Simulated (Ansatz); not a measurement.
The figure comes from a scan of WSe2 (2H-MoS2 type, space group P6_3/mmc): one Se atom of a 6-atom cell moves by u along (1.00, 0.00, 0.00) and v along (0.00, 0.00, 1.00). All values below come from PBE-D3(BJ) (plane waves to 420 eV, PAW, scalar-relativistic; Ansatz, a quantum-chemistry and plane-wave program). k mesh 9×9×2 (Γ-centred), Fermi-Dirac smearing 0.05 eV. Points where atoms come too close for the PAW data are left out (x in tables, blank in figures). As the smearing reaches across the gap at some points, energies and forces of such displacements shift with the k mesh and the smearing. Fu and Fv are the components of the force on the atom. Spin-orbit coupling is left out, though W is heavy. WSe2 is run without spin polarisation. WSe2 was relaxed with its symmetry unable to fall. 

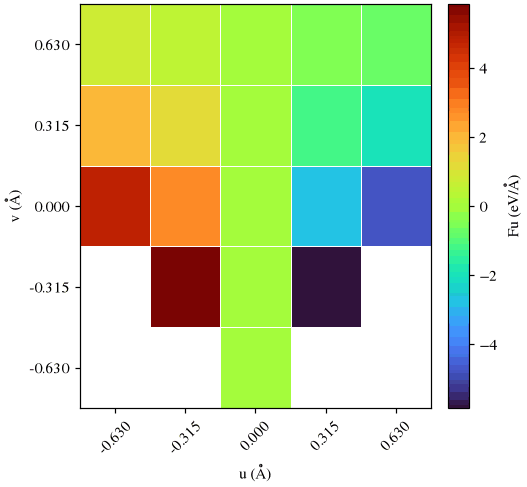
Fig. 1. Fu (eV/Å), one tile a computed point.

Question: List the plotted points as numbers.

Answer: To the nearest 1:

Fu (eV/Å), with u across and v down:

| v \ u | -0.630 | -0.315 | 0.000 | 0.315 | 0.630 |
|---|---|---|---|---|---|
| -0.630 | x | x | 0 | x | x |
| -0.315 | x | 6 | 0 | -6 | x |
| 0.000 | 5 | 3 | 0 | -3 | -5 |
| 0.315 | 2 | 1 | 0 | -1 | -2 |
| 0.630 | 1 | 0 | 0 | 0 | -1 |

(A displaced cell: forces are minus the slopes of the energy, force constants its curvatures, and phonons follow from these.)
